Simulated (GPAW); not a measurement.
# VSi2N4 monolayer: work function by functional and basis, part 2 of 2

Wanted: work functions and dipole of VSi2N4 monolayer, with the cost of each level.

GPAW 26.7.0; GPAW, PAW setups; layer in a repeated cell with vacuum, relaxation of atoms and in-plane cell (the session's first sound run).

So far, upper work function (eV): step 3 (plane waves, PBE) 5.57; step 4 (RPBE) 5.40.

**5. Self-consistent run: xc = "revPBE"**

Level of this step: GPAW, PAW setups; slab in vacuum (GPAW).

The same geometry under revPBE, to see how far the functional moves the levels against the vacuum.

run.py

```python
import json
import numpy as np
from ase import Atoms
from gpaw import GPAW, PW

slab = Atoms(
    ['N', 'Si', 'N', 'V', 'N', 'Si', 'N'],
    positions=[
        [-0.00000, 0.00000, 7.00000],
        [-0.00000, 1.65015, 7.55160],
        [0.00000, 1.65015, 9.31356],
        [-0.00000, -0.00000, 10.49093],
        [0.00000, 1.65015, 11.66828],
        [0.00000, 1.65015, 13.43025],
        [0.00000, 0.00000, 13.98185]],
    cell=[[2.85816, -0.0, 0.0], [-1.42908, 2.47523, 0.0], [0.0, 0.0, 20.9818]],
    pbc=[True, True, False],
    magmoms=[0.0, 0.0, 0.0, 1.0, 0.0, 0.0, 0.0])

slab.calc = GPAW(mode=PW(500), xc='revPBE', kpts={'size': (12, 12, 1), 'gamma': True},
                 occupations={'name': 'fermi-dirac', 'width': 0.05}, nbands='200%',
                 convergence={'density': 1e-05}, maxiter=200,
                 poissonsolver={'dipolelayer': 'xy'},
                 symmetry={'tolerance': 1e-3}, txt='slab.txt')
result = {}
energy = slab.get_potential_energy()
fermi = slab.calc.get_fermi_level()
v = slab.calc.get_electrostatic_potential().mean((0, 1)) - fermi
n = slab.calc.get_pseudo_density().mean((0, 1))
L = slab.cell[2, 2]
z = np.arange(len(v)) * L / len(v)
low, high = slab.positions[:, 2].min(), slab.positions[:, 2].max()
below, above = np.interp([low - 4.8, high + 4.8], z, v)
slopes = [np.interp(x, z, np.gradient(v, z)) for x in (low - 4.8, high + 4.8)]
eps = np.array([[slab.calc.get_eigenvalues(k, s) for k in range(len(slab.calc.get_ibz_k_points()))]
                for s in range(slab.calc.get_number_of_spins())]) - fermi
top, bottom = eps[eps < 0].max(), eps[eps > 0].min()
dipole = slab.get_dipole_moment()[2]
print(f'energy {energy:.4f} eV, Fermi level {fermi:.4f} eV, dipole {dipole:.5f} e A')
print(f'potential 4.8 A off the faces, from the Fermi level: lower {below:.4f} eV, upper {above:.4f} eV')
print(f'slope of the potential there: lower {slopes[0]:.5f}, upper {slopes[1]:.5f} eV/A')
print(f'nearest levels on the mesh: {top:.4f} and {bottom:.4f} eV')
print('magnetic moment', round(slab.get_magnetic_moment(), 3))
result.update(energy=energy, fermi=fermi, dipole=dipole, below=below, above=above, slopes=slopes, edges=[top, bottom],
              z=z.tolist(), v=v.tolist(), n=n.tolist(), positions=slab.positions.tolist(),
              forces=slab.get_forces(apply_constraint=False).tolist(), moments=slab.get_magnetic_moments().tolist())
json.dump(result, open('result.json', 'w'))
```

Command:

```console
> OMP_NUM_THREADS=1 OPENBLAS_NUM_THREADS=1 python run.py
```

The program printed:

```text
energy -54.1829 eV, Fermi level 1.1880 eV, dipole 0.00082 e A
potential 4.8 A off the faces, from the Fermi level: lower 5.4386 eV, upper 5.4180 eV
slope of the potential there: lower -0.00164, upper 0.00164 eV/A
nearest levels on the mesh: -0.0449 and 0.1787 eV
magnetic moment 0.988
```

Run time: 2.4 min. Hardware: 1 thread of Arm Neoverse V2, shared host; peak memory 0.31 GiB.

This step gave:

```
levels nearest the Fermi level on the mesh : -0.04486, 0.1787 eV from the Fermi level
upper work function                        : 5.418 eV
lower work function                        : 5.439 eV
site moments                               : 0.001043, 0.007019, -0.02669, 0.9147, -0.02669, 0.007019, 0.001043 μB
sum of the site moments                    : 0.8775 μB
```

The upper face's work function is 5.418 eV, against 5.569 eV in the first plane-wave PBE run at this geometry.

**6. Self-consistent run: xc = "vdW-DF2"**

The same geometry under vdW-DF2, to see how far the functional moves the levels against the vacuum (the van der Waals functionals take revPBE setups).

run.py, as its differences from that of step 5:

```diff
@@ -19,3 +19,3 @@
 
-slab.calc = GPAW(mode=PW(500), xc='revPBE', kpts={'size': (12, 12, 1), 'gamma': True},
+slab.calc = GPAW(mode=PW(500), xc='vdW-DF2', kpts={'size': (12, 12, 1), 'gamma': True},
                  occupations={'name': 'fermi-dirac', 'width': 0.05}, nbands='200%',
```

The program printed:

```text
energy -181.3583 eV, Fermi level 0.7866 eV, dipole 0.00082 e A
potential 4.8 A off the faces, from the Fermi level: lower 6.0555 eV, upper 6.0349 eV
slope of the potential there: lower -0.00180, upper 0.00180 eV/A
nearest levels on the mesh: -0.0619 and 0.2135 eV
magnetic moment 0.99
```

It took 2.6 min on 1 thread; peak memory 0.45 GiB.

This step gave:

| Quantity | Value |
| --- | --- |
| levels nearest the Fermi level on the mesh | -0.06188, 0.2135 eV from the Fermi level |
| upper work function | 6.035 eV |
| lower work function | 6.056 eV |
| site moments | 0.001289, 0.006882, -0.01940, 0.9050, -0.01940, 0.006882, 0.001289 μB |
| sum of the site moments | 0.8826 μB |

The electrostatic potential energy of an electron (without an applied field's), less the Fermi level, planar mean oscillates, so the rows of the table below give means over windows of 1.12 Å about each position, cut where the curve ends. Its maxima inside the range that stand out by 2 % of the span (Å: eV): 8.6: -0.161, 9.7: -6.94, 11.2: -6.95, 12.4: -0.170. Its minima: 7.1: -23.0, 9.4: -12.8, 10.5: -19.2, 11.6: -12.8, 13.9: -23.0.

Electrostatic potential energy of an electron (without an applied field's), less the Fermi level, planar mean against z; means over each step:

| z (Å) | electrostatic potential energy of an electron (without an applied field's), less the Fermi level, planar mean (eV) |
| --- | --- |
| 0.56 | 6.05 |
| 1.68 | 6.06 |
| 2.80 | 6.05 |
| 3.92 | 6.05 |
| 5.04 | 5.93 |
| 6.16 | 1.82 |
| 7.28 | -19.7 |
| 8.40 | -4.47 |
| 9.52 | -9.10 |
| 10.64 | -14.4 |
| 11.76 | -7.06 |
| 12.88 | -9.13 |
| 14.00 | -15.8 |
| 15.12 | 4.40 |
| 16.24 | 5.98 |
| 17.36 | 6.03 |
| 18.48 | 6.03 |
| 19.60 | 6.04 |
| 20.72 | 6.04 |

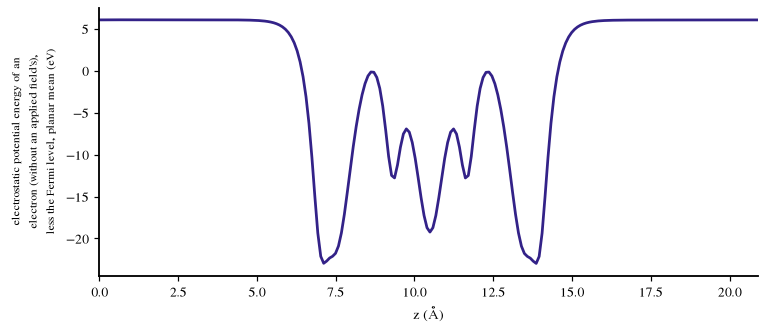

Electrostatic potential energy of an electron (without an applied field's), less the Fermi level, planar mean against z.

The upper face's work function is 6.035 eV, against 5.569 eV in the first plane-wave PBE run at this geometry.

**7. Self-consistent run: xc = "LDA"**

The same geometry under LDA, to see how far the functional moves the levels against the vacuum.

run.py, as its differences from that of step 6:

```diff
@@ -19,3 +19,3 @@
 
-slab.calc = GPAW(mode=PW(500), xc='vdW-DF2', kpts={'size': (12, 12, 1), 'gamma': True},
+slab.calc = GPAW(mode=PW(500), xc='LDA', kpts={'size': (12, 12, 1), 'gamma': True},
                  occupations={'name': 'fermi-dirac', 'width': 0.05}, nbands='200%',
```

The program printed:

```text
energy -62.9486 eV, Fermi level 0.5644 eV, dipole 0.00082 e A
potential 4.8 A off the faces, from the Fermi level: lower 6.0928 eV, upper 6.0721 eV
slope of the potential there: lower -0.00170, upper 0.00170 eV/A
nearest levels on the mesh: -0.0254 and 0.0157 eV
magnetic moment 0.794
```

It took 1.9 min on 1 thread; peak memory 0.3 GiB.

Numbers from this step:

- dipole along the normal: 8.19e-4 e·Å
- levels nearest the Fermi level on the mesh: -0.02544, 0.01574 eV from the Fermi level
- upper work function: 6.072 eV
- lower work function: 6.093 eV
- site moments: 0.001055, 0.004446, -0.01493, 0.7066, -0.01493, 0.004446, 0.001055 μB
- sum of the site moments: 0.6878 μB

The upper face's work function is 6.072 eV, against 5.569 eV in the first plane-wave PBE run at this geometry.

**8. OptPBE vdW: xc = "optPBE-vdW"**

The same geometry under optPBE-vdW, to see how far the functional moves the levels against the vacuum (the van der Waals functionals take revPBE setups).

run.py, as its differences from that of step 7:

```diff
@@ -19,3 +19,3 @@
 
-slab.calc = GPAW(mode=PW(500), xc='LDA', kpts={'size': (12, 12, 1), 'gamma': True},
+slab.calc = GPAW(mode=PW(500), xc='optPBE-vdW', kpts={'size': (12, 12, 1), 'gamma': True},
                  occupations={'name': 'fermi-dirac', 'width': 0.05}, nbands='200%',
```

The program printed:

```text
energy -82.8775 eV, Fermi level 0.8911 eV, dipole 0.00082 e A
potential 4.8 A off the faces, from the Fermi level: lower 5.8409 eV, upper 5.8202 eV
slope of the potential there: lower -0.00169, upper 0.00169 eV/A
nearest levels on the mesh: -0.0019 and 0.1519 eV
magnetic moment 0.976
```

Run time: 2.4 min. Hardware: 1 thread; peak memory 0.45 GiB.

This step gave:

```
dipole along the normal                    : 8.17e-4 e·Å
levels nearest the Fermi level on the mesh : -0.001877, 0.1519 eV from the Fermi level
upper work function                        : 5.820 eV
lower work function                        : 5.841 eV
site moments                               : 0.001071, 0.006545, -0.02405, 0.9006, -0.02405, 0.006545, 0.001071 μB
sum of the site moments                    : 0.8677 μB
```

The electrostatic potential energy of an electron (without an applied field's), less the Fermi level, planar mean oscillates, so the rows of the table below give means over windows of 1.12 Å about each position, cut where the curve ends. Its maxima inside the range that stand out by 2 % of the span (Å: eV): 8.6: 0.0148, 9.7: -6.91, 11.2: -6.91, 12.4: 0.00600. Its minima: 7.1: -23.1, 9.4: -12.8, 10.5: -19.1, 11.6: -12.8, 13.9: -23.1.

Electrostatic potential energy of an electron (without an applied field's), less the Fermi level, planar mean against z; means over each step:

| z (Å) | electrostatic potential energy of an electron (without an applied field's), less the Fermi level, planar mean (eV) |
| --- | --- |
| 0.56 | 5.84 |
| 1.68 | 5.84 |
| 2.80 | 5.84 |
| 3.92 | 5.83 |
| 5.04 | 5.72 |
| 6.16 | 1.70 |
| 7.28 | -19.7 |
| 8.40 | -4.30 |
| 9.52 | -9.07 |
| 10.64 | -14.2 |
| 11.76 | -7.02 |
| 12.88 | -8.97 |
| 14.00 | -15.9 |
| 15.12 | 4.25 |
| 16.24 | 5.77 |
| 17.36 | 5.82 |
| 18.48 | 5.82 |
| 19.60 | 5.82 |
| 20.72 | 5.82 |

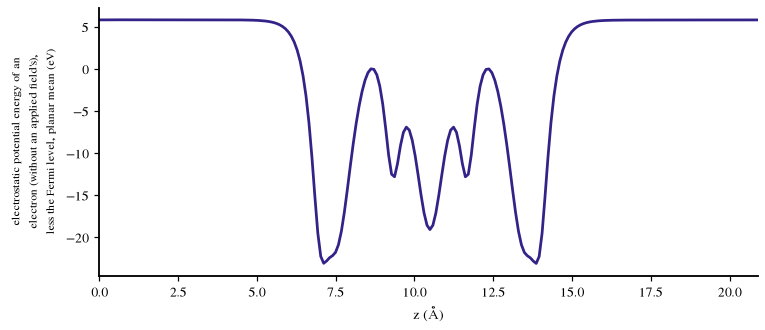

Electrostatic potential energy of an electron (without an applied field's), less the Fermi level, planar mean against z.

The upper face's work function is 5.820 eV, against 5.569 eV in the first plane-wave PBE run at this geometry.

**9. Real-space grid: mode = "fd"**

A real-space grid is a second complete basis, so it checks the plane-wave result.

run.py, as its differences from that of step 8:

```diff
@@ -3,3 +3,3 @@
 from ase import Atoms
-from gpaw import GPAW, PW
+from gpaw import GPAW
 
@@ -19,3 +19,3 @@
 
-slab.calc = GPAW(mode=PW(500), xc='optPBE-vdW', kpts={'size': (12, 12, 1), 'gamma': True},
+slab.calc = GPAW(mode='fd', h=0.18, xc='PBE', kpts={'size': (12, 12, 1), 'gamma': True},
                  occupations={'name': 'fermi-dirac', 'width': 0.05}, nbands='200%',
```

The program printed:

```text
energy -59.5897 eV, Fermi level -5.6441 eV, dipole 0.00084 e A
potential 4.8 A off the faces, from the Fermi level: lower 5.6544 eV, upper 5.6338 eV
slope of the potential there: lower -0.00002, upper 0.00002 eV/A
nearest levels on the mesh: -0.0735 and 0.0001 eV
magnetic moment 0.977
```

Run time: 5.4 min. Hardware: 1 thread; peak memory 0.66 GiB.

Numbers from this step:

| Property | Result |
| --- | --- |
| dipole along the normal | 8.37e-4 e·Å |
| levels nearest the Fermi level on the mesh | -0.07348, 1.45e-4 eV from the Fermi level |
| upper work function | 5.634 eV |
| lower work function | 5.654 eV |
| site moments | 0.001293, 0.006866, -0.02441, 0.8950, -0.02441, 0.006866, 0.001293 μB |
| sum of the site moments | 0.8625 μB |

The electrostatic potential energy of an electron (without an applied field's), less the Fermi level, planar mean oscillates, so the rows of the table below give means over windows of 1.09 Å about each position, cut where the curve ends. Its maxima inside the range that stand out by 2 % of the span (Å: eV): 8.7: 0.0997, 9.8: -6.93, 11.2: -6.94, 12.3: 0.0908. Its minima: 7.1: -23.0, 9.3: -12.8, 10.5: -19.1, 11.7: -12.9, 13.8: -23.0.

Table of electrostatic potential energy of an electron (without an applied field's), less the Fermi level, planar mean by z; means over each step:

| z (Å) | electrostatic potential energy of an electron (without an applied field's), less the Fermi level, planar mean (eV) |
| --- | --- |
| 0.55 | 5.65 |
| 1.64 | 5.65 |
| 2.73 | 5.65 |
| 3.82 | 5.65 |
| 4.91 | 5.59 |
| 6.00 | 3.39 |
| 7.09 | -17.8 |
| 8.18 | -7.46 |
| 9.27 | -7.35 |
| 10.36 | -14.5 |
| 11.45 | -9.22 |
| 12.54 | -3.66 |
| 13.63 | -20.1 |
| 14.72 | 0.0974 |
| 15.81 | 5.49 |
| 16.90 | 5.63 |
| 17.99 | 5.63 |
| 19.08 | 5.63 |
| 20.17 | 5.63 |

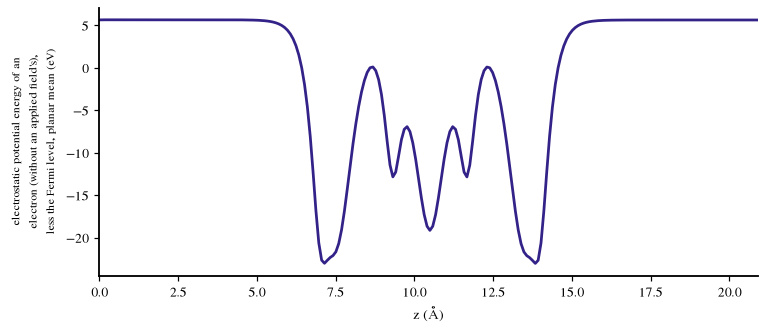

Electrostatic potential energy of an electron (without an applied field's), less the Fermi level, planar mean, plotted against z.

The upper face's work function is 5.634 eV, against 5.569 eV in the first plane-wave PBE run at this geometry.

**10. Atomic orbitals: mode = "lcao"**

Atom-centred orbitals end a few angstrom from the surface, which tests how much the density's tail matters.

run.py, as its differences from that of step 9:

```diff
@@ -19,4 +19,4 @@
 
-slab.calc = GPAW(mode='fd', h=0.18, xc='PBE', kpts={'size': (12, 12, 1), 'gamma': True},
-                 occupations={'name': 'fermi-dirac', 'width': 0.05}, nbands='200%',
+slab.calc = GPAW(mode='lcao', basis='dzp', h=0.18, xc='PBE', kpts={'size': (12, 12, 1), 'gamma': True},
+                 occupations={'name': 'fermi-dirac', 'width': 0.05}, nbands='120%',
                  convergence={'density': 1e-05}, maxiter=200,
```

The program printed:

```text
energy -54.9271 eV, Fermi level -5.5305 eV, dipole 0.00084 e A
potential 4.8 A off the faces, from the Fermi level: lower 5.5408 eV, upper 5.5201 eV
slope of the potential there: lower -0.00000, upper -0.00000 eV/A
nearest levels on the mesh: -0.0438 and 0.0305 eV
magnetic moment 0.966
```

Run time: 6 min. Hardware: 1 thread; peak memory 0.28 GiB.

This step gave:

| Item | Value |
| --- | --- |
| dipole along the normal | 8.38e-4 e·Å |
| levels nearest the Fermi level on the mesh | -0.04384, 0.03052 eV from the Fermi level |
| upper work function | 5.520 eV |
| lower work function | 5.541 eV |
| site moments | 0.001165, 0.006247, -0.02532, 0.8881, -0.02532, 0.006247, 0.001165 μB |
| sum of the site moments | 0.8522 μB |

The electrostatic potential energy of an electron (without an applied field's), less the Fermi level, planar mean oscillates, so the rows of the table below give means over windows of 1.09 Å about each position, cut where the curve ends. Its maxima inside the range that stand out by 2 % of the span (Å: eV): 8.7: 0.0359, 9.8: -6.98, 11.2: -6.99, 12.3: 0.0270. Its minima: 7.1: -23.4, 9.3: -12.9, 10.5: -19.2, 11.7: -12.9, 13.8: -23.4.

Table of electrostatic potential energy of an electron (without an applied field's), less the Fermi level, planar mean by z; means over each step:

| z (Å) | electrostatic potential energy of an electron (without an applied field's), less the Fermi level, planar mean (eV) |
| --- | --- |
| 0.55 | 5.54 |
| 1.64 | 5.54 |
| 2.73 | 5.54 |
| 3.82 | 5.54 |
| 4.91 | 5.51 |
| 6.00 | 3.34 |
| 7.09 | -18.1 |
| 8.18 | -7.59 |
| 9.27 | -7.41 |
| 10.36 | -14.6 |
| 11.45 | -9.28 |
| 12.54 | -3.75 |
| 13.63 | -20.4 |
| 14.72 | 0.0177 |
| 15.81 | 5.42 |
| 16.90 | 5.52 |
| 17.99 | 5.52 |
| 19.08 | 5.52 |
| 20.17 | 5.52 |

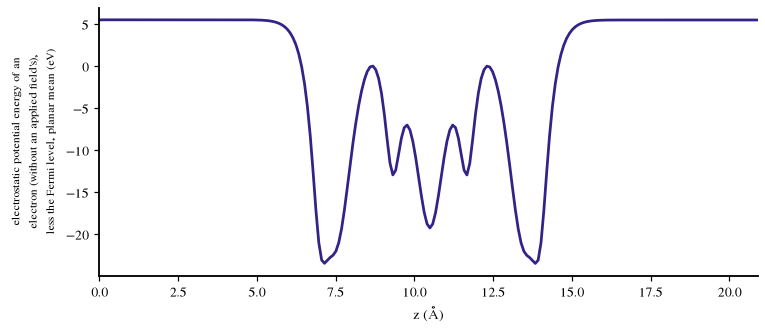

Electrostatic potential energy of an electron (without an applied field's), less the Fermi level, planar mean against z.

The upper face's work function is 5.520 eV, against 5.569 eV in the first plane-wave PBE run at this geometry.

**11. The ladder**

Times are for 1 thread of Arm Neoverse V2, shared host. The series side by side:

| no. | run | upper work function (eV) | lower work function (eV) | time | memory (GiB) |
| --- | --- | --- | --- | --- | --- |
| 1 | pw | 5.569 | 5.590 | 2.2 min | 0.31 |
| 2 | RPBE | 5.402 | 5.423 | 2.2 min | 0.31 |
| 3 | revPBE | 5.418 | 5.439 | 2.4 min | 0.31 |
| 4 | vdW DF2 | 6.035 | 6.056 | 2.6 min | 0.45 |
| 5 | LDA | 6.072 | 6.093 | 1.9 min | 0.3 |
| 6 | optPBE vdW | 5.820 | 5.841 | 2.4 min | 0.45 |
| 7 | fd | 5.634 | 5.654 | 5.4 min | 0.66 |
| 8 | lcao | 5.520 | 5.541 | 6 min | 0.28 |

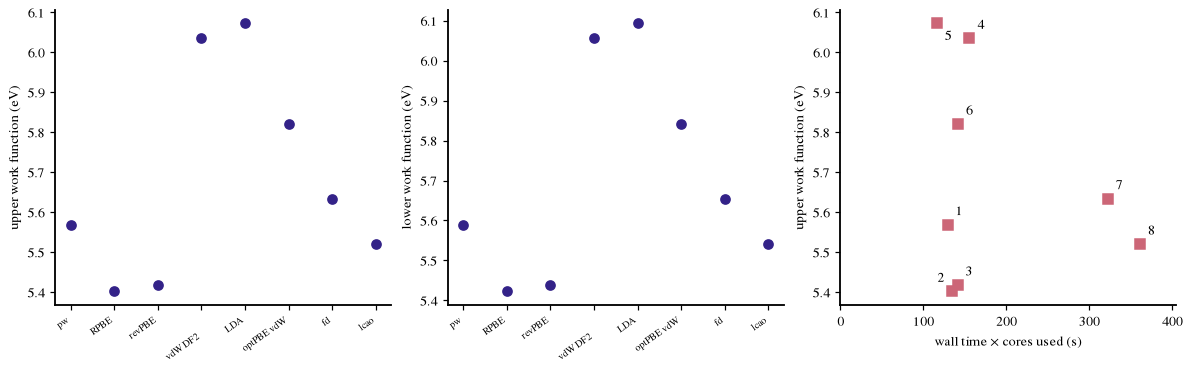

The series as plots; the last panel sets the first result against cost, with the runs numbered as in the table.

**12. Side by side**

Results and costs are gathered.

This step: comparison of work functions, dipole and cost (GPAW 26.7.0).

Ladder, by row:

| step | code | work function, upper (eV) | work function, lower (eV) | dipole (e Å) | wall time (s) | peak memory (GiB) | threads |
| --- | --- | --- | --- | --- | --- | --- | --- |
| pw | GPAW | 5.569 | 5.59 | 8.17e-4 | 129.6 | 0.31 | 1 |
| RPBE | GPAW | 5.402 | 5.423 | 8.17e-4 | 134.3 | 0.31 | 1 |
| revPBE | GPAW | 5.418 | 5.439 | 8.17e-4 | 141.2 | 0.31 | 1 |
| vdW-DF2 | GPAW | 6.035 | 6.056 | 8.17e-4 | 155.4 | 0.45 | 1 |
| LDA | GPAW | 6.072 | 6.093 | 8.19e-4 | 116.7 | 0.3 | 1 |
| optPBE-vdW | GPAW | 5.82 | 5.841 | 8.17e-4 | 141.8 | 0.45 | 1 |
| fd | GPAW | 5.634 | 5.654 | 8.37e-4 | 323.1 | 0.66 | 1 |
| lcao | GPAW | 5.52 | 5.541 | 8.38e-4 | 361.7 | 0.28 | 1 |

**13. Outcome**

```yaml
work_function_upper_and_lower_face: 5.569 and 5.590 eV
dipole_along_the_normal: 8.2e-4 e Å
```

What this shows: With plane waves and PBE the work function is 5.57 eV on the upper face and 5.59 eV on the lower. Over the sound runs of the table the upper face's work function spans 5.402 (RPBE) to 6.072 eV (LDA). The small printed dipole stands for a step of -21 meV from the lower to the upper face, and the probes find -21 meV; values this small are near the numerical noise of both. One magnetic start was tried; another order may lie lower. The layer's cell and atoms come from the relaxation; spin-orbit coupling and temperature are left out.

[Logs are printed without paths, hosts, clocks, repeated set-up lines and the standing remarks that a program may print on its own settings, such as how far it seeks lower states.]

[Hosts, paths, dates, database ids (printed as entryN), source tags and the programs' standing remarks are cut or masked in the printed files.]
